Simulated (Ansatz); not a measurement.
**Si₄NH₁₁: basis-set convergence**

How large a basis does Si₄NH₁₁ need? Two functionals are run in growing sets.

The runs use Ansatz 0.2.0, Gaussian basis; one geometry, several basis sets.

Levels to be run: PBE0-D4/def2-SVP; ωB97M-V/def2-SVP; PBE0-D4/def2-QZVPP; ωB97M-V/def2-QZVPP; the functionals' def2-TZVPP values are taken from earlier runs.

### 1 The relaxed structure

The geometry comes from an earlier relaxation with PBE0-D4 in a triple-zeta def2 set; it is a stationary point, not always the lowest conformer.

SMILES `[SiH3][SiH2]N[SiH2][SiH3]`, 16 atoms, charge 0, spin multiplicity 1.

Atoms are counted from 1 here; the program's logs count them from 0.

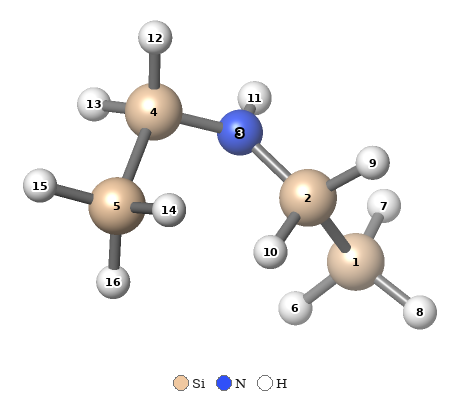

The structure; silicon light orange, nitrogen blue, hydrogen white; atoms are numbered from 1 in the order of the file.

As a file:

```xyz
16
charge 0, multiplicity 1
Si   -1.1717   -2.8399   -0.4131
Si    0.3419   -1.2194    0.3427
N     0.6870   -0.0813   -0.9122
Si    0.8328    1.6422   -0.8203
Si   -0.0630    2.4781    1.1752
H    -2.4886   -2.2239   -0.7295
H    -0.6464   -3.4767   -1.6544
H    -1.3681   -3.9028    0.6103
H     1.5629   -1.9055    0.8612
H    -0.2436   -0.4496    1.4741
H     0.9237   -0.4828   -1.8097
H     2.2537    2.0922   -0.9190
H     0.1194    2.2652   -1.9723
H     0.7080    2.0294    2.3651
H     0.0169    3.9638    1.0991
H    -1.4880    2.0883    1.3471
```

### 2 PBE0-D4 in def2-SVP

The input, in.yaml:

```yaml
crystal:
  periodic: [false, false, false]
  atoms:
    - {symbol: Si, position_ang: [-1.171720, -2.839920, -0.413067]}
    - {symbol: Si, position_ang: [0.341900, -1.219397, 0.342750]}
    - {symbol: N, position_ang: [0.687009, -0.081289, -0.912220]}
    - {symbol: Si, position_ang: [0.832827, 1.642223, -0.820340]}
    - {symbol: Si, position_ang: [-0.062967, 2.478091, 1.175228]}
    - {symbol: H, position_ang: [-2.488641, -2.223918, -0.729460]}
    - {symbol: H, position_ang: [-0.646366, -3.476653, -1.654351]}
    - {symbol: H, position_ang: [-1.368051, -3.902764, 0.610281]}
    - {symbol: H, position_ang: [1.562942, -1.905470, 0.861187]}
    - {symbol: H, position_ang: [-0.243589, -0.449594, 1.474137]}
    - {symbol: H, position_ang: [0.923711, -0.482764, -1.809725]}
    - {symbol: H, position_ang: [2.253676, 2.092221, -0.919039]}
    - {symbol: H, position_ang: [0.119412, 2.265155, -1.972256]}
    - {symbol: H, position_ang: [0.708037, 2.029400, 2.365090]}
    - {symbol: H, position_ang: [0.016876, 3.963753, 1.099110]}
    - {symbol: H, position_ang: [-1.487956, 2.088326, 1.347075]}
basis:
  gaussian: {orbitals: def2-SVP}
hamiltonian: {xc: pbe0, dispersion: d4}
output: {orbitals: {seedname: orbitals}}
```

Command:

```sh
ansatz run in.yaml --threads 2 --pin off --events-out ev --progress --plain --max-ram 32768MiB --backend cpu
```

After this run come: ωB97M-V in def2-SVP; PBE0-D4 in def2-QZVPP; ωB97M-V in def2-QZVPP.

Q: Predict the results of all the runs planned. Wanted: PBE0-D4: double and triple zeta above quadruple; ωB97M-V: double and triple zeta above quadruple.

The runs gave:

| quantity | value |
| --- | --- |
| PBE0-D4: double and triple zeta above quadruple | 14.20, 1.17 eV |
| ωB97M-V: double and triple zeta above quadruple | 14.32, 1.10 eV |

For PBE0-D4 the step from double to triple zeta gains 13.02 eV and the next only 1.17 eV. These are total energies; as a rule much of such shifts cancels in differences, which this series doesn't test. The LUMO of ωB97M-V is positive and keeps falling with the basis (1.46 to 0.80 eV): an unbound level that the basis holds in place.
